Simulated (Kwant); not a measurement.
System: Aharonov-Bohm ring in a GaAs two-dimensional gas. Effective mass 0.067 mₑ, grid spacing 12 nm, hard walls, nominal width 150 nm (13 grid rows, so walls 168 nm apart), one parabolic valley, scattering region 870 nm long along x; energies count from the band bottom; Fermi energy 0.000518 eV. Ring of mean radius 210 nm, arms as wide as the leads. Perpendicular field swept from 0 to 0.12 T, none in the leads; orbital effect alone.

The device is made up for the run: typed textbook-type constants, with dimensions and the other settings drawn at random.

Kwant, effective-mass tight-binding model on a square grid, one spin, coherent transport at 0 K. Conductance is in e²/h.

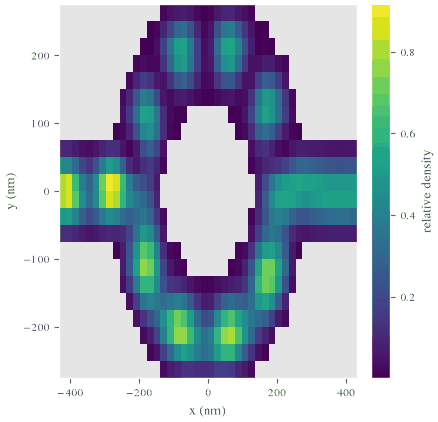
Density of the scattering states that come in from the left lead, at field = 0.029663 T, in bins, relative to the largest site value

The conductance there is 0.92 e²/h with 1 open channel(s) in the leads.
